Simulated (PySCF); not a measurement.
```xyz
16

O     2.7003    0.4093    1.3329
Si    1.9561   -0.7302    0.4319
Si    0.1024    0.4499   -0.2229
F     0.2921    0.6871   -1.8292
Si   -0.6749    2.4496    0.6493
O    -1.1804   -0.5565   -0.1831
Si   -2.0314   -1.9045   -0.4505
H     3.5298    0.2483    1.7736
H     1.7190   -1.9255    1.2624
H     2.8820   -1.1997   -0.6144
H    -1.5669    3.2149   -0.2352
H    -1.4158    2.2745    1.9072
H     0.4521    3.3416    0.9534
H    -3.4240   -1.4661   -0.4309
H    -1.7086   -2.8130    0.6502
H    -1.6393   -2.4706   -1.7386
```

Geometry: GFN2-xTB.

The calculation used PySCF, B3LYP/def2-SVPD, SCF density, gas phase.

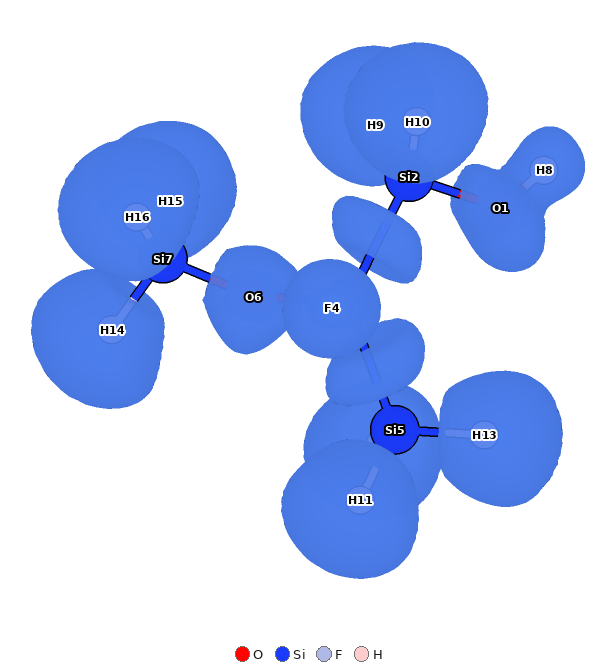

FH9O2Si4. Isosurface of the electron localisation function at 0.75 (blue), seen across its widest extent. Core shells and regions of very low density are left out.

### Describe the localisation domains.

The surface consists of two regions between bonded Si–Si atoms (shared pairs), eight regions around hydrogen nuclei, one region on O in which the atom's valence shell and bonds are merged, one region wrapped around F (its lone pairs, merged into a ring or cap) and one joined region spread over several atoms (H, O), in which their bonds and any lone pairs are merged. Profiles from the grid: Si–O (1.62 Å): the ELF peaks at about 0.85 between the atoms, as expected for a polar covalent bond. Si–F (1.63 Å): the ELF peaks at about 0.85 in the valence shell of F, 0.6 Å from its nucleus, and is about 0.50 at the midpoint.
